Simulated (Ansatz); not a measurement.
# PH (SMILES [PH]) at RPA@PBE/cc-pVDZ

What is the vertical ionisation energy of PH at RPA@PBE/cc-pVDZ? 

The calculation is run with Ansatz 0.2.0.

57 further runs of the same task are left out: 57 set aside as unsound or not needed.

## Step 1: Starting point

PH has 2 atoms, charge 0, and is taken as a triplet. SMILES: `[PH]`. The shape is that of a GFN2-xTB optimisation.

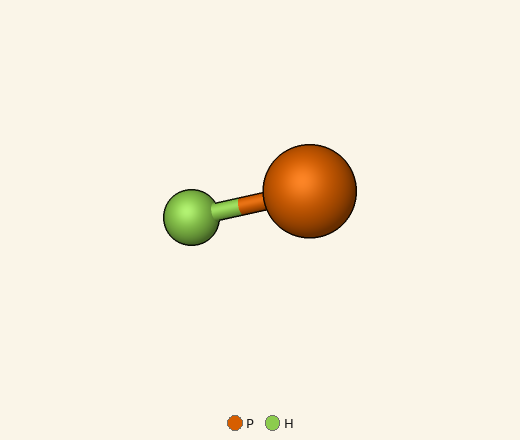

Viewed from a chosen angle; phosphorus orange, hydrogen green.

## Step 2: A single-point energy at RPA@PBE/cc-pVDZ

in.yaml

```yaml
crystal:
  periodic: [false, false, false]
  atoms:
    - {symbol: P, position_ang: [0.000000, 0.000000, 0.000000]}
    - {symbol: H, position_ang: [0.000000, 0.000000, 1.399070]}
basis:
  gaussian:
    orbitals: cc-pVDZ
magnetization:
  spin_polarized: true
  initial_magnetization: 2
hamiltonian:
  xc: pbe
correlation:
  method: rpa
  frozen_orbitals: {H: 0, P: 5}
accuracy: high
```

On the command line:

```
$ ansatz run in.yaml --threads 1 --pin off --max-ram 2610MiB --events-out events.jsonl --progress --plain --runs-dir runs
```

Log:

```text
Warning: RAYON_NUM_THREADS=1 ignored (pool sized by the plan → 1); use --threads N
Functional definition: PBE
  name "PBE"
  parameter kappa = 0.804
  parameter beta = 0.06672455060314922
  exchange = pbe_x(kappa = kappa, mu = beta*pi^2/3)
  correlation = pbe_c(beta = beta)
414 factors; integrals over basis functions are off by at most 2.8e-9 eV
mean field evaluation 1: about -9298.1872 eV, gradient 5.6e0 eV
mean field evaluation 2: about -9298.1865 eV, gradient 5.6e0 eV
mean field evaluation 4: about -9298.4585 eV, gradient 6.3e-1 eV
mean field evaluation 8: about -9298.4620 eV, gradient 4.7e-3 eV
mean field evaluation 16: about -9298.4620 eV, gradient 3.7e-8 eV
mean field -9298.46203935 eV, -341.7121772221 hartree, gradient 3.6e-8 eV, S^2 2.005352; 0 other end points of the search recorded, 0 dependent functions left out
5 core orbitals not correlated: weight in the atoms' cores, before any rotation towards them, 1.000 or more for the frozen orbitals, at most 0.000 for the correlated occupied ones
reference -9286.68016071 eV, -341.2792011682 hartree; 4, 2 occupied and 14, 16 virtual orbitals, 414 factors
Total energy: -9291.37071581 eV, -341.4515758887 hartree
```

Run time: 1 s. Hardware: 1 thread of Arm Neoverse V1, shared host; peak memory 0.098 GiB.

## Step 3: The doublet cation

in.yaml

```yaml
crystal:
  periodic: [false, false, false]
  atoms:
    - {symbol: P, position_ang: [0.000000, 0.000000, 0.000000]}
    - {symbol: H, position_ang: [0.000000, 0.000000, 1.399070]}
basis:
  gaussian: {orbitals: cc-pVDZ}
magnetization: {spin_polarized: true, initial_magnetization: 1}
correlation: {method: rpa, frozen_orbitals: {H: 0, P: 5}}
total_charge: 1
hamiltonian: {xc: {name: PBE}}
accuracy: high
```

On the command line:

```
$ ansatz run in.yaml --threads 1 --pin off --max-ram 2610MiB --events-out events.jsonl --progress --plain --runs-dir runs
```

Log, shortened:

```text
Warning: RAYON_NUM_THREADS=1 ignored (pool sized by the plan → 1); use --threads N
[... 2 set-up lines as earlier in the session ...]
[...]
411 factors; integrals over basis functions are off by at most 3.7e-9 eV
[...]
mean field -9288.24374578 eV, -341.3366618597 hartree, gradient 5.1e-8 eV, S^2 0.753478; 4 other end points of the search recorded, 0 dependent functions left out
5 core orbitals not correlated: weight in the atoms' cores, before any rotation towards them, 1.000 or more for the frozen orbitals, at most 0.000 for the correlated occupied ones
reference -9276.99321253 eV, -340.9232123887 hartree; 3, 2 occupied and 15, 16 virtual orbitals, 411 factors
Total energy: -9281.54822076 eV, -341.0906058536 hartree
```

It took 1.7 s on 1 thread of Arm Neoverse V1, shared host; peak memory 0.1 GiB.

## Step 4: Results

At RPA@PBE/cc-pVDZ, 5 core orbitals frozen:

```
                                          quantity          value
                          triplet PH: total energy  -341.45158 Eh
      triplet PH: RPA correlation energy (valence)     -172.4 mEh
     triplet PH: ⟨S²⟩ of the reference determinant          2.005
                      doublet cation: total energy  -341.09061 Eh
  doublet cation: RPA correlation energy (valence)     -167.4 mEh
 doublet cation: ⟨S²⟩ of the reference determinant          0.753
vertical ionisation energy (to the doublet cation)       9.822 eV
```

What this shows: Removing an electron at fixed nuclei costs 9.82 eV (948 kJ/mol).
